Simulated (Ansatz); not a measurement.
## Ligand exchange: C2H8OSi + Si(CH3)(NH2)2(SiH3) → CH8OSi2 + Si(CH3)2(NH2)2

Gas-phase species: C2H8OSi `CO[SiH2]C`, singlet; Si(CH3)(NH2)2(SiH3), singlet; CH8OSi2 `C[SiH2]O[SiH3]`, singlet; Si(CH3)2(NH2)2, singlet. The partners trade CH3 for SiH3: O–CH3 and Si–SiH3 bonds give way to O–SiH3 and Si–CH3.

Shapes, held fixed at every level: PBE0-D4/def2-TZVP. Flexible molecules stand in one conformer, not always the lowest. Programs: Ansatz 0.2.0. Electronic energies: no zero-point or thermal term.

```csv
level,kind,ΔE (kJ/mol),less CCSD(T)/CBS estimate
HF/def2-TZVPP,Hartree–Fock,-230.8,-14.5
PBE-D4/def2-TZVPP,GGA,-182.2,+34.1
r2SCAN-D4/def2-TZVPP,meta-GGA,-207.5,+8.8
PBE0-D4/def2-TZVPP,global hybrid,-194.7,+21.6
CCSD(T)/def2-TZVPP,coupled cluster or CI,-213.1,+3.2
CCSD/def2-TZVPP,coupled cluster or CI,-216.9,-0.6
CCSD(T)/CBS estimate,coupled cluster or CI,-216.3,0.0
```

The highest level, CCSD(T)/CBS estimate, gives ΔE = -216.3 kJ/mol; the levels span -230.8 to -182.2. The column of differences is taken from that level and isn't an error. No measured value is set beside it here. The CBS estimate extrapolates MP2 from def2-TZVPP and def2-QZVPP and adds CCSD(T) − MP2 in the triple-zeta set, cores frozen.

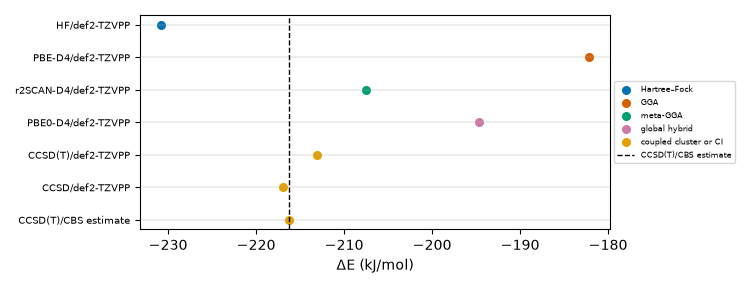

The values of the table, level by level.
